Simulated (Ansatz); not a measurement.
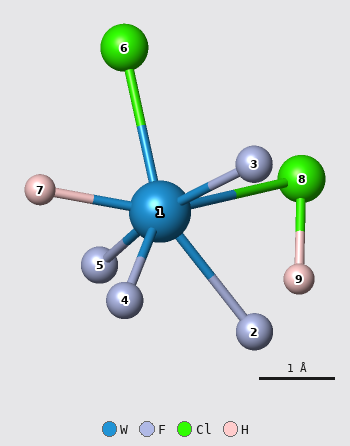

**Figure 1.** The structure as given in the input (ball-and-stick view, seen at a tilt; atoms are numbered from 1 in the order of the input). Sticks mark near contacts. Bond lengths as drawn: Cl–H 1.49 Å, Cl–W 2.30 to 2.68 Å, F–W 1.87 to 2.09 Å and H–W 1.68 Å.

## WH2Cl2F4: molecular dynamics (part 1 of 3)

The run: molecular dynamics of WH2Cl2F4. Method and program: RKS PBE-D4/def2-SVP (Ansatz 0.2.0).

It belongs to a series of runs on one base structure; here: dynamics from the highest image of the converged band. Figures and captions count atoms from 1; the log counts them from 0 in places.

### What the program printed
```
Engine: ansatz 0.2.0, aarch64-unknown-linux-gnu
Functional definition: PBE
  parameter kappa = 0.804
  parameter beta = 0.06672455060314922
  exchange = pbe_x(kappa = kappa, mu = beta*pi^2/3)
  correlation = pbe_c(beta = beta)
1405 factors; their error is unknown
mean field evaluation 1: about -37732.4481 eV, gradient 7.0e1 eV
mean field evaluation 2: about -37561.3828 eV, gradient 3.1e2 eV
mean field evaluation 4: about -37739.2477 eV, gradient 3.4e1 eV
mean field evaluation 8: about -37741.2734 eV, gradient 8.6e-1 eV
mean field evaluation 16: about -37741.1889 eV, gradient 3.2e-3 eV
mean field -37741.18892061 eV, -1386.9631109359 hartree, gradient 2.2e-5 eV, S^2 0.000000; 0 other end points of the search recorded, 0 dependent functions left out
the calculation of the forces begins
reference -37741.18899153 eV, -1386.9631135419 hartree; 43, 43 occupied and 91, 91 virtual orbitals, 1405 factors
md step     0: t =     0.00 fs  T =   300.0 K  F+E_penalty+E_count = -37741.47929121 eV  E_kin = 0.271446 eV  conserved = -37741.20784521 eV  (34 SCF iters)
these checks for a lower state are left out or cut short: starts, cluster_reference, orbital_swaps, neighbouring_geometries, increment
1405 factors; their error is unknown
mean field -37741.18770314 eV, -1386.9630661945 hartree, gradient 1.3e-5 eV, S^2 0.000000; 0 other end points of the search recorded, 0 dependent functions left out
the calculation of the forces begins
reference -37741.18777405 eV, -1386.9630688006 hartree; 43, 43 occupied and 91, 91 virtual orbitals, 1405 factors
md step     1: t =     0.50 fs  T =   298.8 K  F+E_penalty+E_count = -37741.47818185 eV  E_kin = 0.270324 eV  conserved = -37741.20785806 eV  (34 SCF iters, 9 dispersion substeps)
[... from here on the SCF iterations and repeated set-up lines of each step are left out, up to the last step ...]
md step     2: t =     1.00 fs  T =   295.4 K  F+E_penalty+E_count = -37741.47514401 eV  E_kin = 0.267273 eV  conserved = -37741.20787129 eV  (34 SCF iters, 9 dispersion substeps)
md step     3: t =     1.50 fs  T =   289.7 K  F+E_penalty+E_count = -37741.47004375 eV  E_kin = 0.262160 eV  conserved = -37741.20788335 eV  (34 SCF iters, 9 dispersion substeps)
md step     4: t =     2.00 fs  T =   281.7 K  F+E_penalty+E_count = -37741.46278670 eV  E_kin = 0.254895 eV  conserved = -37741.20789151 eV  (34 SCF iters, 9 dispersion substeps)
md step     5: t =     2.50 fs  T =   271.3 K  F+E_penalty+E_count = -37741.45335727 eV  E_kin = 0.245466 eV  conserved = -37741.20789148 eV  (34 SCF iters, 9 dispersion substeps)
md step     6: t =     3.00 fs  T =   258.6 K  F+E_penalty+E_count = -37741.44187321 eV  E_kin = 0.233993 eV  conserved = -37741.20788056 eV  (34 SCF iters, 9 dispersion substeps)
md step     7: t =     3.50 fs  T =   244.0 K  F+E_penalty+E_count = -37741.42863911 eV  E_kin = 0.220785 eV  conserved = -37741.20785410 eV  (34 SCF iters, 9 dispersion substeps)
md step     8: t =     4.00 fs  T =   228.1 K  F+E_penalty+E_count = -37741.41420068 eV  E_kin = 0.206391 eV  conserved = -37741.20780987 eV  (34 SCF iters, 9 dispersion substeps)
md step     9: t =     4.50 fs  T =   211.8 K  F+E_penalty+E_count = -37741.39936868 eV  E_kin = 0.191620 eV  conserved = -37741.20774909 eV  (34 SCF iters, 9 dispersion substeps)
md step    10: t =     5.00 fs  T =   196.2 K  F+E_penalty+E_count = -37741.38518919 eV  E_kin = 0.177511 eV  conserved = -37741.20767781 eV  (34 SCF iters, 9 dispersion substeps)
md step    11: t =     5.50 fs  T =   182.6 K  F+E_penalty+E_count = -37741.37283890 eV  E_kin = 0.165231 eV  conserved = -37741.20760802 eV  (34 SCF iters, 9 dispersion substeps)
md step    12: t =     6.00 fs  T =   172.3 K  F+E_penalty+E_count = -37741.36344103 eV  E_kin = 0.155886 eV  conserved = -37741.20755482 eV  (34 SCF iters, 9 dispersion substeps)
md step    13: t =     6.50 fs  T =   166.1 K  F+E_penalty+E_count = -37741.35783763 eV  E_kin = 0.150306 eV  conserved = -37741.20753204 eV  (34 SCF iters, 9 dispersion substeps)
md step    14: t =     7.00 fs  T =   164.5 K  F+E_penalty+E_count = -37741.35638499 eV  E_kin = 0.148838 eV  conserved = -37741.20754686 eV  (34 SCF iters, 9 dispersion substeps)
md step    15: t =     7.50 fs  T =   167.2 K  F+E_penalty+E_count = -37741.35884926 eV  E_kin = 0.151253 eV  conserved = -37741.20759653 eV  (34 SCF iters, 9 dispersion substeps)
md step    16: t =     8.00 fs  T =   173.3 K  F+E_penalty+E_count = -37741.36444881 eV  E_kin = 0.156780 eV  conserved = -37741.20766914 eV  (34 SCF iters, 9 dispersion substeps)
md step    17: t =     8.50 fs  T =   181.6 K  F+E_penalty+E_count = -37741.37203186 eV  E_kin = 0.164284 eV  conserved = -37741.20774812 eV  (34 SCF iters, 9 dispersion substeps)
md step    18: t =     9.00 fs  T =   190.7 K  F+E_penalty+E_count = -37741.38032470 eV  E_kin = 0.172507 eV  conserved = -37741.20781774 eV  (34 SCF iters, 9 dispersion substeps)
md step    19: t =     9.50 fs  T =   199.3 K  F+E_penalty+E_count = -37741.38816942 eV  E_kin = 0.180302 eV  conserved = -37741.20786749 eV  (35 SCF iters, 9 dispersion substeps)
md step    20: t =    10.00 fs  T =   206.4 K  F+E_penalty+E_count = -37741.39468939 eV  E_kin = 0.186796 eV  conserved = -37741.20789319 eV  (35 SCF iters, 9 dispersion substeps)
md step    21: t =    10.50 fs  T =   211.6 K  F+E_penalty+E_count = -37741.39936165 eV  E_kin = 0.191465 eV  conserved = -37741.20789633 eV  (34 SCF iters, 9 dispersion substeps)
md step    22: t =    11.00 fs  T =   214.5 K  F+E_penalty+E_count = -37741.40200725 eV  E_kin = 0.194126 eV  conserved = -37741.20788104 eV  (34 SCF iters, 9 dispersion substeps)
md step    23: t =    11.50 fs  T =   215.4 K  F+E_penalty+E_count = -37741.40273245 eV  E_kin = 0.194878 eV  conserved = -37741.20785415 eV  (33 SCF iters, 9 dispersion substeps)
md step    24: t =    12.00 fs  T =   214.4 K  F+E_penalty+E_count = -37741.40184194 eV  E_kin = 0.194022 eV  conserved = -37741.20782013 eV  (34 SCF iters, 9 dispersion substeps)
md step    25: t =    12.50 fs  T =   212.2 K  F+E_penalty+E_count = -37741.39975815 eV  E_kin = 0.191973 eV  conserved = -37741.20778468 eV  (34 SCF iters, 9 dispersion substeps)
md step    26: t =    13.00 fs  T =   209.1 K  F+E_penalty+E_count = -37741.39694293 eV  E_kin = 0.189191 eV  conserved = -37741.20775189 eV  (34 SCF iters, 9 dispersion substeps)
md step    27: t =    13.50 fs  T =   205.7 K  F+E_penalty+E_count = -37741.39383631 eV  E_kin = 0.186111 eV  conserved = -37741.20772495 eV  (34 SCF iters, 9 dispersion substeps)
md step    28: t =    14.00 fs  T =   202.4 K  F+E_penalty+E_count = -37741.39080688 eV  E_kin = 0.183101 eV  conserved = -37741.20770638 eV  (34 SCF iters, 9 dispersion substeps)
md step    29: t =    14.50 fs  T =   199.4 K  F+E_penalty+E_count = -37741.38811239 eV  E_kin = 0.180414 eV  conserved = -37741.20769819 eV  (34 SCF iters, 9 dispersion substeps)
md step    30: t =    15.00 fs  T =   196.9 K  F+E_penalty+E_count = -37741.38586913 eV  E_kin = 0.178167 eV  conserved = -37741.20770197 eV  (34 SCF iters, 9 dispersion substeps)
md step    31: t =    15.50 fs  T =   194.9 K  F+E_penalty+E_count = -37741.38402932 eV  E_kin = 0.176311 eV  conserved = -37741.20771832 eV  (34 SCF iters, 9 dispersion substeps)
md step    32: t =    16.00 fs  T =   193.0 K  F+E_penalty+E_count = -37741.38236980 eV  E_kin = 0.174622 eV  conserved = -37741.20774734 eV  (34 SCF iters, 9 dispersion substeps)
md step    33: t =    16.50 fs  T =   190.9 K  F+E_penalty+E_count = -37741.38049422 eV  E_kin = 0.172706 eV  conserved = -37741.20778773 eV  (34 SCF iters, 9 dispersion substeps)
md step    34: t =    17.00 fs  T =   187.9 K  F+E_penalty+E_count = -37741.37785775 eV  E_kin = 0.170022 eV  conserved = -37741.20783605 eV  (34 SCF iters, 9 dispersion substeps)
md step    35: t =    17.50 fs  T =   183.4 K  F+E_penalty+E_count = -37741.37382326 eV  E_kin = 0.165938 eV  conserved = -37741.20788547 eV  (34 SCF iters, 9 dispersion substeps)
md step    36: t =    18.00 fs  T =   176.6 K  F+E_penalty+E_count = -37741.36776166 eV  E_kin = 0.159835 eV  conserved = -37741.20792697 eV  (34 SCF iters, 9 dispersion substeps)
md step    37: t =    18.50 fs  T =   167.2 K  F+E_penalty+E_count = -37741.35919473 eV  E_kin = 0.151246 eV  conserved = -37741.20794839 eV  (34 SCF iters, 9 dispersion substeps)
md step    38: t =    19.00 fs  T =   154.8 K  F+E_penalty+E_count = -37741.34797377 eV  E_kin = 0.140036 eV  conserved = -37741.20793755 eV  (34 SCF iters, 9 dispersion substeps)
md step    39: t =    19.50 fs  T =   139.9 K  F+E_penalty+E_count = -37741.33445431 eV  E_kin = 0.126568 eV  conserved = -37741.20788629 eV  (34 SCF iters, 9 dispersion substeps)
md step    40: t =    20.00 fs  T =   123.6 K  F+E_penalty+E_count = -37741.31960244 eV  E_kin = 0.111806 eV  conserved = -37741.20779602 eV  (35 SCF iters, 9 dispersion substeps)
md step    41: t =    20.50 fs  T =   107.5 K  F+E_penalty+E_count = -37741.30495287 eV  E_kin = 0.097271 eV  conserved = -37741.20768213 eV  (35 SCF iters, 9 dispersion substeps)
md step    42: t =    21.00 fs  T =    93.7 K  F+E_penalty+E_count = -37741.29236117 eV  E_kin = 0.084789 eV  conserved = -37741.20757239 eV  (35 SCF iters, 9 dispersion substeps)
md step    43: t =    21.50 fs  T =    84.1 K  F+E_penalty+E_count = -37741.28357170 eV  E_kin = 0.076072 eV  conserved = -37741.20750008 eV  (35 SCF iters, 9 dispersion substeps)
md step    44: t =    22.00 fs  T =    79.8 K  F+E_penalty+E_count = -37741.27971836 eV  E_kin = 0.072228 eV  conserved = -37741.20749015 eV  (35 SCF iters, 9 dispersion substeps)
md step    45: t =    22.50 fs  T =    81.1 K  F+E_penalty+E_count = -37741.28095340 eV  E_kin = 0.073405 eV  conserved = -37741.20754803 eV  (35 SCF iters, 9 dispersion substeps)
md step    46: t =    23.00 fs  T =    87.0 K  F+E_penalty+E_count = -37741.28636986 eV  E_kin = 0.078713 eV  conserved = -37741.20765659 eV  (35 SCF iters, 9 dispersion substeps)
md step    47: t =    23.50 fs  T =    95.6 K  F+E_penalty+E_count = -37741.29426036 eV  E_kin = 0.086477 eV  conserved = -37741.20778380 eV  (35 SCF iters, 9 dispersion substeps)
md step    48: t =    24.00 fs  T =   104.7 K  F+E_penalty+E_count = -37741.30260143 eV  E_kin = 0.094705 eV  conserved = -37741.20789597 eV  (34 SCF iters, 9 dispersion substeps)
md step    49: t =    24.50 fs  T =   112.3 K  F+E_penalty+E_count = -37741.30956800 eV  E_kin = 0.101598 eV  conserved = -37741.20796961 eV  (34 SCF iters, 9 dispersion substeps)
md step    50: t =    25.00 fs  T =   117.0 K  F+E_penalty+E_count = -37741.31390490 eV  E_kin = 0.105909 eV  conserved = -37741.20799577 eV  (34 SCF iters, 9 dispersion substeps)
md step    51: t =    25.50 fs  T =   118.4 K  F+E_penalty+E_count = -37741.31508021 eV  E_kin = 0.107102 eV  conserved = -37741.20797854 eV  (34 SCF iters, 9 dispersion substeps)
md step    52: t =    26.00 fs  T =   116.4 K  F+E_penalty+E_count = -37741.31324016 eV  E_kin = 0.105310 eV  conserved = -37741.20792975 eV  (34 SCF iters, 9 dispersion substeps)
md step    53: t =    26.50 fs  T =   111.8 K  F+E_penalty+E_count = -37741.30904067 eV  E_kin = 0.101177 eV  conserved = -37741.20786336 eV  (34 SCF iters, 9 dispersion substeps)
md step    54: t =    27.00 fs  T =   105.7 K  F+E_penalty+E_count = -37741.30343661 eV  E_kin = 0.095644 eV  conserved = -37741.20779219 eV  (34 SCF iters, 9 dispersion substeps)
md step    55: t =    27.50 fs  T =    99.2 K  F+E_penalty+E_count = -37741.29748440 eV  E_kin = 0.089758 eV  conserved = -37741.20772592 eV  (34 SCF iters, 9 dispersion substeps)
md step    56: t =    28.00 fs  T =    93.4 K  F+E_penalty+E_count = -37741.29218720 eV  E_kin = 0.084517 eV  conserved = -37741.20767067 eV  (34 SCF iters, 9 dispersion substeps)
md step    57: t =    28.50 fs  T =    89.3 K  F+E_penalty+E_count = -37741.28838988 eV  E_kin = 0.080759 eV  conserved = -37741.20763061 eV  (34 SCF iters, 9 dispersion substeps)
md step    58: t =    29.00 fs  T =    87.4 K  F+E_penalty+E_count = -37741.28671463 eV  E_kin = 0.079108 eV  conserved = -37741.20760695 eV  (34 SCF iters, 9 dispersion substeps)
md step    59: t =    29.50 fs  T =    88.3 K  F+E_penalty+E_count = -37741.28753295 eV  E_kin = 0.079933 eV  conserved = -37741.20759957 eV  (34 SCF iters, 9 dispersion substeps)
md step    60: t =    30.00 fs  T =    92.1 K  F+E_penalty+E_count = -37741.29096130 eV  E_kin = 0.083354 eV  conserved = -37741.20760766 eV  (34 SCF iters, 9 dispersion substeps)
md step    61: t =    30.50 fs  T =    98.6 K  F+E_penalty+E_count = -37741.29687367 eV  E_kin = 0.089244 eV  conserved = -37741.20762934 eV  (36 SCF iters, 9 dispersion substeps)
md step    62: t =    31.00 fs  T =   107.5 K  F+E_penalty+E_count = -37741.30492823 eV  E_kin = 0.097266 eV  conserved = -37741.20766225 eV  (35 SCF iters, 9 dispersion substeps)
md step    63: t =    31.50 fs  T =   118.1 K  F+E_penalty+E_count = -37741.31460395 eV  E_kin = 0.106900 eV  conserved = -37741.20770351 eV  (34 SCF iters, 9 dispersion substeps)
md step    64: t =    32.00 fs  T =   129.9 K  F+E_penalty+E_count = -37741.32524591 eV  E_kin = 0.117496 eV  conserved = -37741.20774970 eV  (35 SCF iters, 9 dispersion substeps)
md step    65: t =    32.50 fs  T =   141.8 K  F+E_penalty+E_count = -37741.33611864 eV  E_kin = 0.128321 eV  conserved = -37741.20779747 eV  (35 SCF iters, 9 dispersion substeps)
md step    66: t =    33.00 fs  T =   153.2 K  F+E_penalty+E_count = -37741.34646349 eV  E_kin = 0.138621 eV  conserved = -37741.20784268 eV  (35 SCF iters, 9 dispersion substeps)
md step    67: t =    33.50 fs  T =   163.2 K  F+E_penalty+E_count = -37741.35556052 eV  E_kin = 0.147679 eV  conserved = -37741.20788157 eV  (35 SCF iters, 9 dispersion substeps)
md step    68: t =    34.00 fs  T =   171.2 K  F+E_penalty+E_count = -37741.36278824 eV  E_kin = 0.154877 eV  conserved = -37741.20791083 eV  (35 SCF iters, 9 dispersion substeps)
md step    69: t =    34.50 fs  T =   176.6 K  F+E_penalty+E_count = -37741.36767738 eV  E_kin = 0.159749 eV  conserved = -37741.20792801 eV  (35 SCF iters, 9 dispersion substeps)
md step    70: t =    35.00 fs  T =   179.1 K  F+E_penalty+E_count = -37741.36995197 eV  E_kin = 0.162021 eV  conserved = -37741.20793100 eV  (35 SCF iters, 9 dispersion substeps)
md step    71: t =    35.50 fs  T =   178.6 K  F+E_penalty+E_count = -37741.36955602 eV  E_kin = 0.161636 eV  conserved = -37741.20791980 eV  (35 SCF iters, 9 dispersion substeps)
md step    72: t =    36.00 fs  T =   175.5 K  F+E_penalty+E_count = -37741.36665643 eV  E_kin = 0.158761 eV  conserved = -37741.20789567 eV  (35 SCF iters, 9 dispersion substeps)
md step    73: t =    36.50 fs  T =   169.9 K  F+E_penalty+E_count = -37741.36162405 eV  E_kin = 0.153763 eV  conserved = -37741.20786129 eV  (35 SCF iters, 9 dispersion substeps)
md step    74: t =    37.00 fs  T =   162.7 K  F+E_penalty+E_count = -37741.35499206 eV  E_kin = 0.147172 eV  conserved = -37741.20782049 eV  (35 SCF iters, 9 dispersion substeps)
md step    75: t =    37.50 fs  T =   154.3 K  F+E_penalty+E_count = -37741.34739685 eV  E_kin = 0.139619 eV  conserved = -37741.20777770 eV  (34 SCF iters, 9 dispersion substeps)
md step    76: t =    38.00 fs  T =   145.6 K  F+E_penalty+E_count = -37741.33950918 eV  E_kin = 0.131772 eV  conserved = -37741.20773728 eV  (35 SCF iters, 9 dispersion substeps)
md step    77: t =    38.50 fs  T =   137.3 K  F+E_penalty+E_count = -37741.33196639 eV  E_kin = 0.124263 eV  conserved = -37741.20770289 eV  (35 SCF iters, 9 dispersion substeps)
md step    78: t =    39.00 fs  T =   130.0 K  F+E_penalty+E_count = -37741.32531531 eV  E_kin = 0.117639 eV  conserved = -37741.20767677 eV  (35 SCF iters, 9 dispersion substeps)
md step    79: t =    39.50 fs  T =   124.1 K  F+E_penalty+E_count = -37741.31997456 eV  E_kin = 0.112315 eV  conserved = -37741.20765990 eV  (35 SCF iters, 9 dispersion substeps)
md step    80: t =    40.00 fs  T =   120.0 K  F+E_penalty+E_count = -37741.31621799 eV  E_kin = 0.108566 eV  conserved = -37741.20765190 eV  (34 SCF iters, 9 dispersion substeps)
md step    81: t =    40.50 fs  T =   117.7 K  F+E_penalty+E_count = -37741.31417859 eV  E_kin = 0.106527 eV  conserved = -37741.20765152 eV  (34 SCF iters, 9 dispersion substeps)
md step    82: t =    41.00 fs  T =   117.4 K  F+E_penalty+E_count = -37741.31386647 eV  E_kin = 0.106209 eV  conserved = -37741.20765706 eV  (35 SCF iters, 9 dispersion substeps)
md step    83: t =    41.50 fs  T =   118.8 K  F+E_penalty+E_count = -37741.31519393 eV  E_kin = 0.107527 eV  conserved = -37741.20766691 eV  (34 SCF iters, 9 dispersion substeps)
md step    84: t =    42.00 fs  T =   121.9 K  F+E_penalty+E_count = -37741.31800078 eV  E_kin = 0.110321 eV  conserved = -37741.20767948 eV  (34 SCF iters, 9 dispersion substeps)
md step    85: t =    42.50 fs  T =   126.4 K  F+E_penalty+E_count = -37741.32207672 eV  E_kin = 0.114382 eV  conserved = -37741.20769430 eV  (34 SCF iters, 9 dispersion substeps)
md step    86: t =    43.00 fs  T =   132.0 K  F+E_penalty+E_count = -37741.32717609 eV  E_kin = 0.119466 eV  conserved = -37741.20771052 eV  (34 SCF iters, 9 dispersion substeps)
md step    87: t =    43.50 fs  T =   138.5 K  F+E_penalty+E_count = -37741.33302974 eV  E_kin = 0.125302 eV  conserved = -37741.20772773 eV  (34 SCF iters, 9 dispersion substeps)
md step    88: t =    44.00 fs  T =   145.5 K  F+E_penalty+E_count = -37741.33935279 eV  E_kin = 0.131608 eV  conserved = -37741.20774526 eV  (34 SCF iters, 9 dispersion substeps)
md step    89: t =    44.50 fs  T =   152.6 K  F+E_penalty+E_count = -37741.34585322 eV  E_kin = 0.138090 eV  conserved = -37741.20776311 eV  (34 SCF iters, 9 dispersion substeps)
md step    90: t =    45.00 fs  T =   159.7 K  F+E_penalty+E_count = -37741.35223952 eV  E_kin = 0.144459 eV  conserved = -37741.20778034 eV  (34 SCF iters, 9 dispersion substeps)
md step    91: t =    45.50 fs  T =   166.3 K  F+E_penalty+E_count = -37741.35823373 eV  E_kin = 0.150438 eV  conserved = -37741.20779597 eV  (35 SCF iters, 9 dispersion substeps)
md step    92: t =    46.00 fs  T =   172.2 K  F+E_penalty+E_count = -37741.36358634 eV  E_kin = 0.155778 eV  conserved = -37741.20780851 eV  (35 SCF iters, 9 dispersion substeps)
```
